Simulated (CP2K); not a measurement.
**Si2NH6O− (SMILES O[SiH2][N-][SiH3]): GFN2-xTB**

What is the vertical ionisation energy of Si2NH6O− at GFN2-xTB? 

Program for the calculation: CP2K 2026.2.

3 further runs of the same task are left out: 3 set aside as unsound or not needed.

**1. The system as given**

The species is Si2NH6O− (10 atoms), meant as a singlet with charge -1. SMILES: `O[SiH2][N-][SiH3]`. Geometry: relaxed at GFN2-xTB. This is one conformer, not always the lowest.

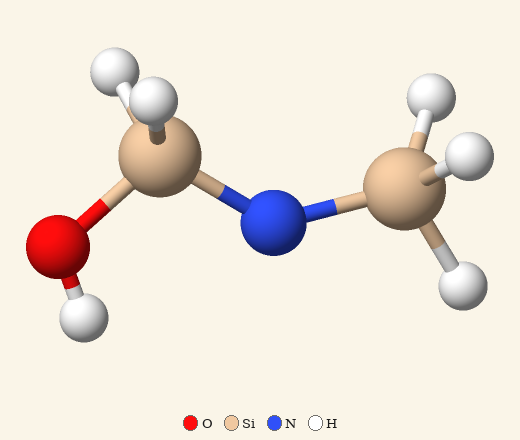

The structure, seen from a chosen angle (oxygen red, silicon light orange, nitrogen blue, hydrogen white).

**2. Energy and gradient at GFN2-xTB**

Input file molecule.xyz:

```xyz
10

O     -1.465360     1.380150    -1.689130
Si    -0.171070     1.135170    -0.655070
N     -0.285480    -0.418480    -0.050910
Si     0.579570    -1.329590     1.044280
H     -1.988890     0.587030    -1.753880
H     -0.287400     2.298780     0.272370
H      0.999620     1.486990    -1.513780
H      0.041840    -2.720360     1.019420
H      0.520180    -0.927910     2.489750
H      2.056990    -1.491790     0.836960
```

Input file gas.inp:

```
&GLOBAL
  PROJECT gas
  RUN_TYPE ENERGY_FORCE
  PRINT_LEVEL MEDIUM
&END GLOBAL

&FORCE_EVAL
  METHOD Quickstep
  &DFT
    CHARGE -1
    ! Quickstep
    &QS
      METHOD XTB
      EPS_DEFAULT 1.0E-10
      &XTB
        GFN_TYPE TBLITE
        &TBLITE
          METHOD GFN2
        &END TBLITE
        CHECK_ATOMIC_CHARGES F
      &END XTB
    &END QS
    &POISSON
      PERIODIC NONE
      POISSON_SOLVER ANALYTIC
    &END POISSON
    &SCF
      SCF_GUESS ATOMIC
      EPS_SCF 1.0E-07
      MAX_SCF 150
      ADDED_MOS 2
      &DIAGONALIZATION
        ALGORITHM STANDARD
      &END DIAGONALIZATION
      &MIXING
        METHOD DIRECT_P_MIXING
        ALPHA 0.4
      &END MIXING
    &END SCF
    ! extra output
    &PRINT
      &MOMENTS
        PERIODIC F
        REFERENCE COM
        MAX_MOMENT 1
      &END MOMENTS
      &MO ON
        ENERGIES T
        OCCUPATION_NUMBERS T
        NDIGITS 6
        &EACH
          QS_SCF 0
        &END EACH
        ADD_LAST NUMERIC
      &END MO
      &HIRSHFELD OFF
      &END HIRSHFELD
    &END PRINT
  &END DFT
  &SUBSYS
    ! box in angstrom
    &CELL
      ABC 12 13 12.2
      PERIODIC NONE
    &END CELL
    &TOPOLOGY
      COORD_FILE_NAME molecule.xyz
      COORD_FILE_FORMAT XYZ
      &CENTER_COORDINATES
      &END CENTER_COORDINATES
    &END TOPOLOGY
  &END SUBSYS
  ! extra output
  &PRINT
    &FORCES ON
    &END FORCES
  &END PRINT
&END FORCE_EVAL
```

Command:

```
OMP_NUM_THREADS=1 cp2k.psmp -i gas.inp > gas.out 2>&1
```

Log:

```text
CP2K| version string:                                       CP2K version 2026.2
[...]
 GLOBAL| Method name                                                        CP2K
[...]
 GLOBAL| Run type                                                   ENERGY_FORCE
[...]
                             - Atoms:                                         10
[...]
                             - Spherical basis functions:                     32
[...]
 Number of electrons:                                                         26
[...]
  *** SCF run converged in    21 steps ***
[...]
  Fermi energy:                                                 0.00255732418205
[...]
 TB_DIPOLE| Moment [Debye]         -1.20199159       0.19314417      -1.01998112
 TB_DIPOLE| Derivative [a.u.]       0.00000000       0.00000000       0.00000000
[...]
 ENERGY| Total FORCE_EVAL ( QS ) energy [hartree]            -13.793099864477314
 FORCES| Atomic forces [hartree/bohr]
 FORCES|   Atom     x               y               z               |f|
 FORCES|      1  3.61209928E-05  1.66829094E-04 -1.59603684E-04   2.33687845E-04
 FORCES|      2 -1.04322123E-05 -4.27180344E-05  9.20467691E-05   1.02011123E-04
 FORCES|      3  1.14465181E-04 -2.00546255E-05 -5.08342921E-06   1.16319847E-04
 FORCES|      4  1.04277289E-04  6.93458079E-05  3.16127855E-06   1.25270060E-04
 FORCES|      5 -1.76537318E-05 -1.27569723E-04  9.65784632E-05   1.60975427E-04
 FORCES|      6 -1.80458528E-05 -1.06033163E-05 -3.42037230E-07   2.09332298E-05
 FORCES|      7 -5.35810437E-05 -7.99265897E-06  5.46619625E-05   7.69593463E-05
 FORCES|      8 -8.20845472E-05  6.23377270E-06  7.27724815E-05   1.09875233E-04
 FORCES|      9 -2.60190700E-06 -4.02271018E-05 -1.54195873E-04   1.59378032E-04
 FORCES|     10 -7.04641684E-05  6.75678542E-06  4.06880857E-09   7.07873801E-05
 FORCES| Sum     6.50250253E-17  7.46066620E-17 -1.03066969E-16
 FORCES| Total atomic force                                       1.42888796E-16
[...]
```

Wall time 1.1 s (1 thread of Intel Xeon 6975P-C (Granite Rapids), shared host); peak memory 0.19 GiB.

**3. Doublet neutral Si2NH6O at the same level**

molecule.xyz is that of step 2.

Input file mol.inp:

```
&GLOBAL
   PROJECT mol
   RUN_TYPE ENERGY_FORCE
   PRINT_LEVEL MEDIUM
&END
&FORCE_EVAL
   METHOD Quickstep
   &DFT
      CHARGE 0
      MULTIPLICITY 2
      LSD T
      # Quickstep
      &QS
         METHOD XTB
         EPS_DEFAULT 1.0E-10
         &XTB
            GFN_TYPE TBLITE
            &TBLITE
               METHOD GFN2
            &END
            CHECK_ATOMIC_CHARGES F
         &END
      &END
      &POISSON
         PERIODIC NONE
         POISSON_SOLVER ANALYTIC
      &END
      &SCF
         SCF_GUESS ATOMIC
         EPS_SCF 1.0E-07
         MAX_SCF 150
         ADDED_MOS 2
         &DIAGONALIZATION
            ALGORITHM STANDARD
         &END
         &MIXING
            METHOD DIRECT_P_MIXING
            ALPHA 0.4
         &END
      &END
      &PRINT
         &MOMENTS
            PERIODIC F
            REFERENCE COM
            MAX_MOMENT 1
         &END
         &MO ON
            ENERGIES T
            OCCUPATION_NUMBERS T
            NDIGITS 6
            &EACH
               QS_SCF 0
            &END
            ADD_LAST NUMERIC
         &END
         &HIRSHFELD OFF
         &END
      &END
   &END
   &SUBSYS
      &CELL
         ABC [angstrom] 12 13 12.2
         PERIODIC NONE
      &END
      &TOPOLOGY
         COORD_FILE_NAME molecule.xyz
         COORD_FILE_FORMAT XYZ
         &CENTER_COORDINATES
         &END
      &END
   &END
   &PRINT
      &FORCES ON
      &END
   &END
&END
```

Command:

```
OMP_NUM_THREADS=1 cp2k.psmp -i mol.inp > mol.out 2>&1
```

Log:

```text
CP2K| version string:                                       CP2K version 2026.2
[...]
 GLOBAL| Method name                                                        CP2K
[...]
 GLOBAL| Run type                                                   ENERGY_FORCE
[...]
                             - Atoms:                                         10
[...]
                             - Spherical basis functions:                     32
[...]
 Number of electrons:                                                         13
[...]
  *** SCF run converged in    29 steps ***
[...]
  Fermi energy:                                                -0.38565681706872
[...]
 TB_DIPOLE| Moment [Debye]          0.57145969      -0.58760675       0.70927861
 TB_DIPOLE| Derivative [a.u.]       0.00000000       0.00000000       0.00000000
[...]
 ENERGY| Total FORCE_EVAL ( QS ) energy [hartree]            -13.520831993830631
 FORCES| Atomic forces [hartree/bohr]
 FORCES|   Atom     x               y               z               |f|
 FORCES|      1  1.69770901E-02 -8.40429228E-03  1.58114838E-02   2.46750225E-02
 FORCES|      2 -1.38100238E-02  4.07178462E-02 -2.86194973E-02   5.16501247E-02
 FORCES|      3 -8.96347875E-04 -1.76383600E-03  9.66599417E-04   2.20201530E-03
 FORCES|      4  1.71110910E-02 -3.06294058E-02  2.56796671E-02   4.34786757E-02
 FORCES|      5 -5.76473283E-03  8.43248747E-04 -4.54256325E-03   7.38769882E-03
 FORCES|      6  5.78014841E-04 -9.59068580E-03  7.22959411E-04   9.63524911E-03
 FORCES|      7 -2.88826936E-03 -7.43499392E-03  5.54223231E-03   9.71275313E-03
 FORCES|      8 -4.37569880E-04  7.60269912E-03 -2.70166362E-03   8.08031482E-03
 FORCES|      9 -3.20317989E-03  3.41726332E-03 -9.07789694E-03   1.02150019E-02
 FORCES|     10 -7.66607234E-03  5.24215646E-03 -3.78132082E-03   1.00273255E-02
 FORCES| Sum     8.06646416E-17 -3.55618313E-17 -1.81278603E-16
 FORCES| Total atomic force                                       2.01577182E-16
[...]
```

Run time: 1.1 s. Hardware: 1 thread of Intel Xeon 6975P-C (Granite Rapids), shared host; peak memory 0.19 GiB.

**4. Results**

At GFN2-xTB:

| quantity | value |
| --- | --- |
| singlet Si2NH6O−: total energy | -13.79310 Eh |
| singlet Si2NH6O−: HOMO energy | -4.10 eV |
| singlet Si2NH6O−: LUMO energy | 0.97 eV |
| singlet Si2NH6O−: HOMO–LUMO gap | 5.07 eV |
| singlet Si2NH6O−: largest force on an atom | 0.012 eV/Å |
| doublet neutral Si2NH6O: total energy | -13.52083 Eh |
| doublet neutral Si2NH6O: dipole moment (from atomic charges alone) | 1.08 D |
| doublet neutral Si2NH6O: HOMO energy (highest over α and β) | -10.52 eV |
| doublet neutral Si2NH6O: LUMO energy (lowest over α and β) | -10.47 eV |
| doublet neutral Si2NH6O: largest force on an atom | 2.656 eV/Å |
| vertical detachment energy (to the doublet neutral) | 7.409 eV |

**Reading.** The vertical ionisation energy comes to 7.41 eV (171 kcal/mol). No empirical shift is applied, and without it xTB methods put this difference several eV too high. The dipole (doublet neutral Si2NH6O) comes from point charges on the atoms alone, without atomic dipoles, so it is partial.
